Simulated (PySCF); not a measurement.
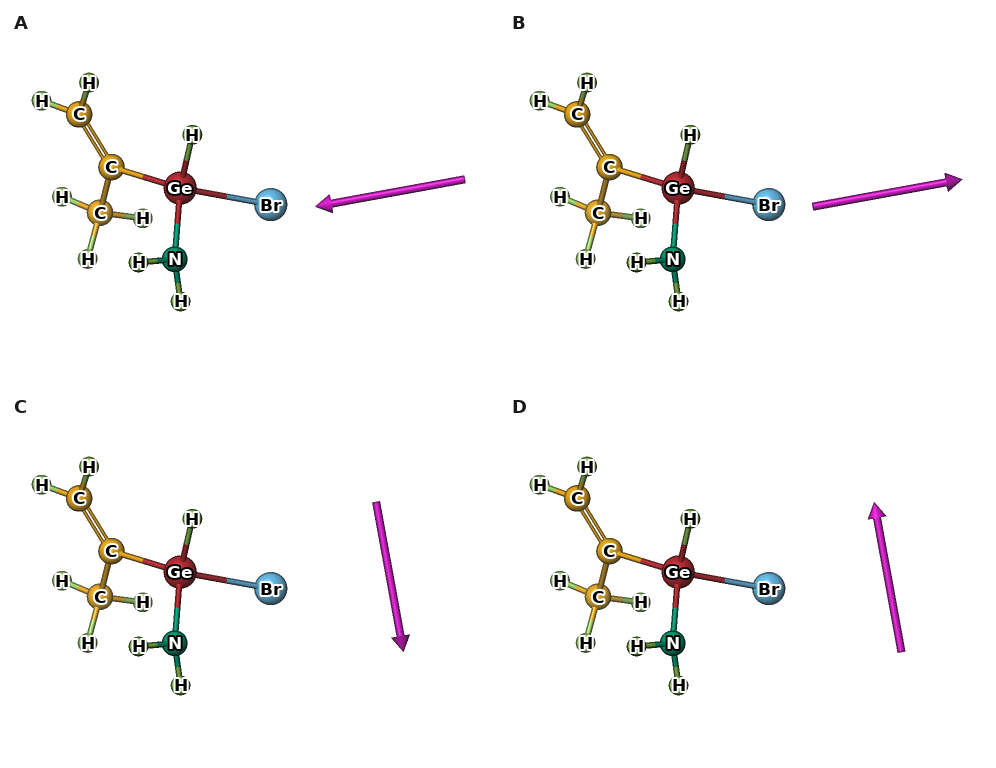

The same molecule four times, each with an arrow. The geometry was computed by an optimisation with GFN2-xTB. No frequency run is at hand to confirm it as a minimum. Level of theory: B3LYP/pcJ-1 (pcSseg-1 on Br) (pcSseg-1 on Ge), gas phase (PySCF 2.14.0).

**Which arrow points along the dipole moment, from the negative to the positive end?**

A. The dipole moment is 2.96 D.

The geometry is semi-empirical. Around Br, Ge such bond lengths and angles can be off by a tenth of an ångström or more and by several degrees, and values that hang on the shape move with them.
